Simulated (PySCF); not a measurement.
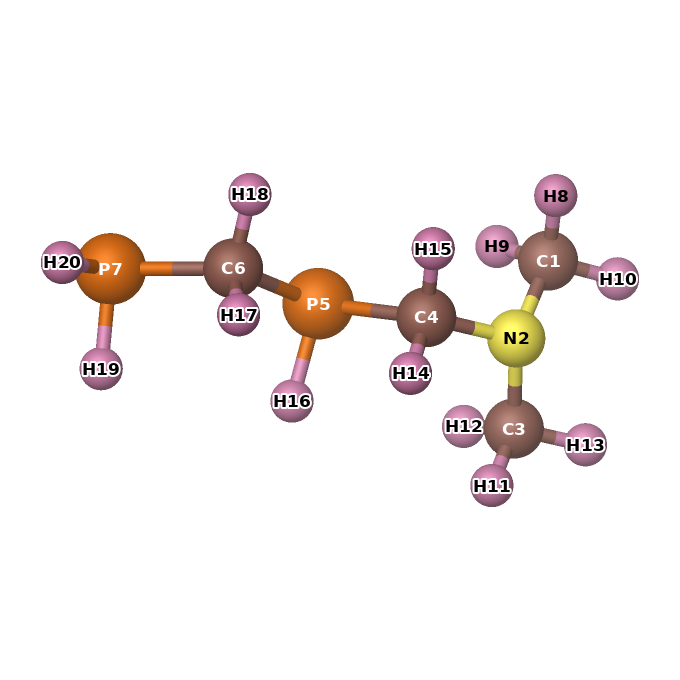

The geometry was computed by an optimisation with GFN2-xTB. No frequency run is at hand to confirm it as a minimum. Electric field gradients from the ground-state density, PBE0/pcSseg-1 (PySCF 2.14.0), non-relativistic apart from any core potentials.

Give the largest field-gradient component, the quadrupole coupling constant and the asymmetry for 14N at N2 (Q = 20.44 mb), 2H at H8 (Q = 2.86 mb), 2H at H9 (Q = 2.86 mb), 2H at H10 (Q = 2.86 mb), 2H at H11 (Q = 2.86 mb).

| atom | V_zz (a.u.) | e²qQ/h (MHz) | η |
| --- | --- | --- | --- |
| N2 | −1.269 | −6.10 | 0.02 |
| H8 | 0.309 | 0.208 | 0.06 |
| H9 | 0.280 | 0.188 | 0.07 |
| H10 | 0.310 | 0.208 | 0.06 |
| H11 | 0.308 | 0.207 | 0.06 |

The geometry is semi-empirical. Around P such bond lengths and angles can be off by a tenth of an ångström or more and by several degrees, and values that hang on the shape move with them.
